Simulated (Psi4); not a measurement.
# singlet O2F+: levels of theory compared

We compute a comparison of 6 runs (B2PLYP/def2-TZVPPD, CAM-B3LYP/def2-TZVPPD, DSD-PBEP86/def2-TZVPPD, TPSSh/def2-TZVPPD, wB97M-V/def2-TZVPPD, wB97X-V/def2-TZVPPD) of singlet O2F+. 

The calculation is run with Psi4 1.11.

2 further runs of the same task are left out: 2 set aside as unsound or not needed.

## 1. The molecule

O2F+: 3 atoms, total charge +1, spin state singlet. As SMILES of the parent species, `[O]OF`. Geometry: relaxed at PBE0-D4/def2-TZVP. That shape belongs to the parent species and isn't relaxed for this state.

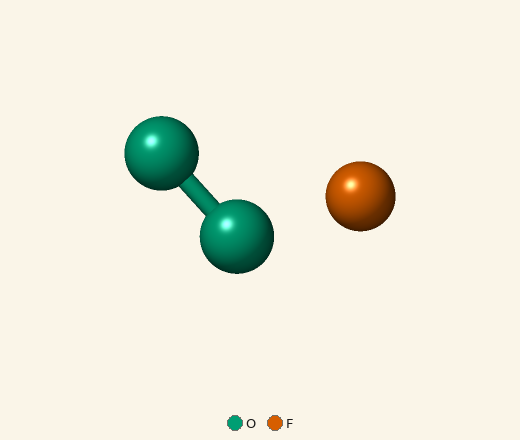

The structure, seen from a chosen angle (oxygen teal, fluorine orange).

## 2. A single-point energy at B2PLYP/def2-TZVPPD (density fitting for correlation) (run 1)

File job.json:

```json
{
 "schema_name": "qcschema_input",
 "schema_version": 1,
 "molecule": {
  "schema_name": "qcschema_molecule",
  "schema_version": 2,
  "symbols": ["O", "O", "F"],
  "geometry": [1.76387036, -0.55830069, 0.91130153, 0.2518438, 0.94083795, 0.24175266, -2.01567637, -0.38253726, -1.15303529],
  "molecular_charge": 1,
  "molecular_multiplicity": 1,
  "fix_symmetry": "c1"
 },
 "driver": "energy",
 "model": {
  "method": "b2plyp",
  "basis": "def2-TZVPPD"
 },
 "keywords": {
  "puream": true,
  "e_convergence": 1e-09,
  "d_convergence": 1e-08,
  "scf_type": "pk",
  "dft_radial_points": 99,
  "dft_spherical_points": 590,
  "num_frozen_docc": 3
 }
}
```

On the command line:

```bash
$ psi4 --qcschema job.json -n 1 --memory 2200MB
```

stdout:

```text
[...]
  Running in c1 symmetry.
[...]
  Nuclear repulsion =   69.596692193105000
[...]
  Multiplicity = 1
[...]
  Nalpha       = 12
  Nbeta        = 12
[...]
    Number of basis functions: 120
[...]
   @RKS iter   1:  -249.03352021673948    1.76802e-01   6.19999e-03 DIIS/ADIIS
[...]
   @RKS iter  15:  -249.29778043396246   -1.14539e-11   6.27904e-09 DIIS
[...]
  @RKS Final Energy:  -249.29778043396246
   => Energetics <=
    Nuclear Repulsion Energy =             69.5966921931049995
    One-Electron Energy =                -473.7337243438415157
    Two-Electron Energy =                 167.7205882365400669
    DFT Exchange-Correlation Energy =     -12.8813365197660268
    Empirical Dispersion Energy =           0.0000000000000000
    VV10 Nonlocal Energy =                  0.0000000000000000
    Total Energy =                       -249.2977804339624583
[...]
 Multipole Moments:
 ------------------------------------------------------------------------------------
     Multipole            Electronic (a.u.)      Nuclear  (a.u.)        Total (a.u.)
 ------------------------------------------------------------------------------------
 L = 1.  Multiply by 2.5417464519 to convert [e a0] to [Debye]
 Dipole X            :         -0.2599780            1.0974127            0.8374347
 Dipole Y            :         -0.0209322            0.1816294            0.1606972
 Dipole Z            :          0.0000000           -0.0000000            0.0000000
 Magnitude           :                                                    0.8527136
[...]
```

The result, in JSON:

```text
{
 "driver": "energy",
 "model": {
  "method": "b2plyp",
  "basis": "def2-TZVPPD"
 },
 "success": true,
 "return_result": -249.56715521950318,
 "properties": {
  "calcinfo_nbasis": 120,
  "calcinfo_nmo": 120,
  "calcinfo_nalpha": 12,
  "calcinfo_nbeta": 12,
  "calcinfo_natom": 3,
  "nuclear_repulsion_energy": 69.59669219310499,
  "return_energy": -249.56715521950318,
  "scf_one_electron_energy": -473.7337243438415,
  "scf_two_electron_energy": 167.72058823654007,
  "scf_xc_energy": -12.881336519766027,
  "scf_dipole_moment": [0.8374347213891817, 0.16069718862638835, 3.771838683130471e-15],
  "scf_total_energy": -249.29778043396246,
  "scf_iterations": 15
 }
}
```

It took 11 s on 1 thread of INTEL XEON PLATINUM 8581C at 2.30GHz (Emerald Rapids), shared host; peak memory 0.73 GiB.

## 3. Energy and forces at CAM-B3LYP/def2-TZVPPD (run 2)

File fo2.xyz:

```xyz
3
FO2
O      0.933400    -0.295440     0.482240
O      0.133270     0.497870     0.127930
F     -1.066650    -0.202430    -0.610160
```

File run.py:

```python
import numpy as np
from ase.calculators.psi4 import Psi4
from ase.io import read

a = read('fo2.xyz')
calc = Psi4(atoms=a, method='cam-b3lyp', basis='def2-TZVPPD', memory='2200MB', num_threads=1, charge=1, multiplicity=1, label='calc')
calc.psi4.set_options({'puream': True, 'e_convergence': 1e-09, 'd_convergence': 1e-08, 'scf_type': 'pk', 'dft_radial_points': 99, 'dft_spherical_points': 590})
a.calc = calc

forces = a.get_forces()
print(f'energy: {a.get_potential_energy():.6f} eV')
print('forces / eV A^-1')
print(np.round(forces, 5))
```

On the command line:

```bash
$ python run.py
```

calc.dat:

```text
[...]
  Running in c1 symmetry.
[...]
  Nuclear repulsion =   69.596692195353654
[...]
  Multiplicity = 1
[...]
  Nalpha       = 12
  Nbeta        = 12
[...]
    Number of basis functions: 120
[...]
   @RKS iter   1:  -249.38125391796061    2.11410e-01   6.16844e-03 ADIIS/DIIS
[...]
   @RKS iter  15:  -249.62207224828290   -1.13687e-12   2.01777e-09 DIIS
[...]
    Orbital Energies [Eh]
    ---------------------
    Doubly Occupied:
       1A    -25.160966     2A    -19.928489     3A    -19.838786
       4A     -1.872892     5A     -1.604862     6A     -1.315422
       7A     -1.080251     8A     -1.060980     9A     -1.058941
      10A     -0.833168    11A     -0.832953    12A     -0.819697
[...]
  @RKS Final Energy:  -249.62207224828290
   => Energetics <=
    Nuclear Repulsion Energy =             69.5966921953536541
    One-Electron Energy =                -473.8387428998271389
    Two-Electron Energy =                 174.6278371251322596
    DFT Exchange-Correlation Energy =     -20.0078586689416511
    Empirical Dispersion Energy =           0.0000000000000000
    VV10 Nonlocal Energy =                  0.0000000000000000
    Total Energy =                       -249.6220722482829046
[...]
  -Total Gradient:
     Atom            X                  Y                   Z
    ------   -----------------  -----------------  -----------------
       1        0.075346967696    -0.076927250962     0.033121687206
       2       -0.033795238643     0.102659229857    -0.007400495589
       3       -0.041554144369    -0.025736980681    -0.025723070264
[...]
```

The script printed:

```text
energy: -6792.562568 eV
forces / eV A^-1
[[-3.8745   3.95576 -1.70319]
 [ 1.73782 -5.27895  0.38055]
 [ 2.1368   1.32345  1.32273]]
```

It took 28 s on 1 thread of INTEL XEON PLATINUM 8581C at 2.30GHz (Emerald Rapids), shared host; peak memory 0.95 GiB.

Run 3 isn't shown in full; the table further down has it.

## 4. A single-point energy at TPSSh/def2-TZVPPD (run 4)

File job.json:

```json
{
  "schema_name": "qcschema_input",
  "schema_version": 1,
  "molecule": {
    "schema_name": "qcschema_molecule",
    "schema_version": 2,
    "symbols": ["O", "O", "F"],
    "geometry": [1.76387036, -0.55830069, 0.91130153, 0.2518438, 0.94083795, 0.24175266, -2.01567637, -0.38253726, -1.15303529],
    "molecular_charge": 1,
    "molecular_multiplicity": 1,
    "fix_symmetry": "c1"
  },
  "driver": "energy",
  "model": {
    "method": "tpssh",
    "basis": "def2-TZVPPD"
  },
  "keywords": {
    "puream": true,
    "e_convergence": 1e-09,
    "d_convergence": 1e-08,
    "scf_type": "pk",
    "dft_radial_points": 99,
    "dft_spherical_points": 590,
    "scf_properties": ["LOWDIN_CHARGES", "DIPOLE", "MULLIKEN_CHARGES"]
  }
}
```

On the command line:

```bash
$ psi4 --qcschema job.json -n 1 --memory 2200MB
```

stdout:

```text
[...]
  Running in c1 symmetry.
[...]
  Nuclear repulsion =   69.596692193105000
[...]
  Multiplicity = 1
[...]
  Nalpha       = 12
  Nbeta        = 12
[...]
    Number of basis functions: 120
[...]
   @RKS iter   1:  -249.53745770637261    2.77829e-01   5.38042e-03 DIIS/ADIIS
[...]
   @RKS iter  13:  -249.71727187083528   -1.82183e-11   7.48437e-09 DIIS
[...]
  @RKS Final Energy:  -249.71727187083528
   => Energetics <=
    Nuclear Repulsion Energy =             69.5966921931049995
    One-Electron Energy =                -474.0047351989242088
    Two-Electron Energy =                 179.0419720701582662
    DFT Exchange-Correlation Energy =     -24.3512009351743437
    Empirical Dispersion Energy =           0.0000000000000000
    VV10 Nonlocal Energy =                  0.0000000000000000
    Total Energy =                       -249.7172718708352761
[...]
 Multipole Moments:
 ------------------------------------------------------------------------------------
     Multipole            Electronic (a.u.)      Nuclear  (a.u.)        Total (a.u.)
 ------------------------------------------------------------------------------------
 L = 1.  Multiply by 2.5417464519 to convert [e a0] to [Debye]
 Dipole X            :         -0.2681911            1.0974127            0.8292217
 Dipole Y            :         -0.0009321            0.1816294            0.1806973
 Dipole Z            :          0.0000000           -0.0000000            0.0000000
 Magnitude           :                                                    0.8486814
[...]
```

The result, in JSON:

```text
{
 "driver": "energy",
 "model": {
  "method": "tpssh",
  "basis": "def2-TZVPPD"
 },
 "success": true,
 "return_result": -249.71727187083528,
 "properties": {
  "calcinfo_nbasis": 120,
  "calcinfo_nmo": 120,
  "calcinfo_nalpha": 12,
  "calcinfo_nbeta": 12,
  "calcinfo_natom": 3,
  "nuclear_repulsion_energy": 69.596692193105,
  "return_energy": -249.71727187083528,
  "scf_one_electron_energy": -474.0047351989242,
  "scf_two_electron_energy": 179.04197207015827,
  "scf_xc_energy": -24.351200935174344,
  "scf_dipole_moment": [0.829221666597969, 0.1806972892029475, 6.401132450027259e-15],
  "scf_total_energy": -249.71727187083528,
  "scf_iterations": 13
 }
}
```

Run time: 20 s. Hardware: 1 thread of INTEL XEON PLATINUM 8581C at 2.30GHz (Emerald Rapids), shared host; peak memory 0.75 GiB.

Run 5 isn't shown in full; the table further down has it.

## 5. The energy at wB97X-V/def2-TZVPPD (run 6)

File fo2.py:

```python
import psi4

psi4.set_memory(2200000000)
psi4.set_num_threads(1)
psi4.set_output_file('output.dat', False)

geom = psi4.geometry("""
1 1
O
O 1 1.181137
F 2 1.573215 1 111.00452
symmetry c1
""")

psi4.set_options({
    'basis': 'def2-TZVPPD',
    'puream': True,
    'e_convergence': 1e-09,
    'd_convergence': 1e-08,
    'scf_type': 'pk',
    'dft_radial_points': 99,
    'dft_spherical_points': 590,
})

energy_value = psi4.energy("wb97x-v", molecule=geom)
print(f'total energy {energy_value:.8f} hartree = {energy_value * 27.211386:.5f} eV')
```

On the command line:

```bash
$ python fo2.py
```

output.dat:

```text
[...]
  Running in c1 symmetry.
[...]
  Nuclear repulsion =   69.596685161349086
[...]
  Multiplicity = 1
[...]
  Nalpha       = 12
  Nbeta        = 12
[...]
    Number of basis functions: 120
[...]
   @RKS iter   1:  -249.34194614978011    1.47765e-01   6.45934e-03 DIIS/ADIIS
[...]
   @RKS iter  15:  -249.61096931721301   -4.88853e-12   4.66511e-09 DIIS
[...]
  @RKS Final Energy:  -249.61096931721301
   => Energetics <=
    Nuclear Repulsion Energy =             69.5966851613490860
    One-Electron Energy =                -473.7684894930495147
    Two-Electron Energy =                 173.8723189142226033
    DFT Exchange-Correlation Energy =     -19.4131241611872909
    Empirical Dispersion Energy =           0.0000000000000000
    VV10 Nonlocal Energy =                  0.1016402614520741
    Total Energy =                       -249.6109693172130051
[...]
 Multipole Moments:
 ------------------------------------------------------------------------------------
     Multipole            Electronic (a.u.)      Nuclear  (a.u.)        Total (a.u.)
 ------------------------------------------------------------------------------------
 L = 1.  Multiply by 2.5417464519 to convert [e a0] to [Debye]
 Dipole X            :          0.1347379           -0.8745064           -0.7397685
 Dipole Y            :         -0.1633050            0.6874175            0.5241125
 Dipole Z            :         -0.0000000            0.0000000           -0.0000000
 Magnitude           :                                                    0.9066154
[...]
```

Standard output:

```text
total energy -249.61096932 hartree = -6792.26044 eV
```

Wall time 29 s (1 thread of INTEL XEON PLATINUM 8581C at 2.30GHz (Emerald Rapids), shared host); peak memory 0.94 GiB.

## 6. Overview of the runs

```
run                                                     level      task  fitting correlation  energy (Eh)  HOMO energy (eV)  LUMO energy (eV)  HOMO–LUMO gap (eV)  wall time
  1      B2PLYP/def2-TZVPPD (density fitting for correlation)    energy      density fitting  -249.567155            -22.34            -14.27                8.08       11 s
  2                                     CAM-B3LYP/def2-TZVPPD  gradient                    –  -249.622072            -22.31            -14.99                7.31       28 s
  3  DSD-PBEP86/def2-TZVPPD (density fitting for correlation)    energy      density fitting  -249.362756            -23.39            -12.80               10.59       11 s
  4                                         TPSSh/def2-TZVPPD    energy                    –  -249.717272            -19.81            -16.83                2.99       20 s
  5                                       wB97M-V/def2-TZVPPD    energy                    –  -249.638728            -23.09            -13.55                9.54       38 s
  6                                       wB97X-V/def2-TZVPPD    energy                    –  -249.610969            -23.16            -13.60                9.55       29 s
```

## 7. Results

| quantity | value |
| --- | --- |
| run 6: total energy | -249.61097 Eh |
| run 6: HOMO energy | -23.16 eV |
| run 6: LUMO energy | -13.60 eV |
| run 6: HOMO–LUMO gap | 9.55 eV |

In words: The HOMO–LUMO gap runs from 2.99 eV (TPSSh/def2-TZVPPD) to 10.59 eV (DSD-PBEP86/def2-TZVPPD). A double hybrid's value is that of its SCF part. Totals of different functionals can't be ranked against each other. All runs together took 2.3 min, the longest 38 s.
